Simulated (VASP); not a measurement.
Band structure of Ni$_{3}$Pt (space group Fm-3m). These are PBE GGA, VASP's PBE PAW potentials (set 64) (plane waves; VASP) values and carry that method's errors.

Unless said otherwise, spin-orbit coupling is left out, though it shifts the bands of the heavy elements here.

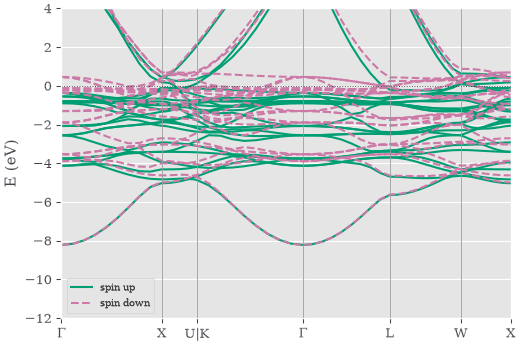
Bands along high-symmetry lines, zero at the valence-band maximum or, without a gap, the Fermi level

### Question
Read the plot: is there a gap, and where are the band edges?

### Answer
It has no gap at this level: it comes out as a metal or semimetal.

The structure was generated: Ni3Pt was put into an ordered model structure, which need not be its known phase. The cell was not relaxed at this level.
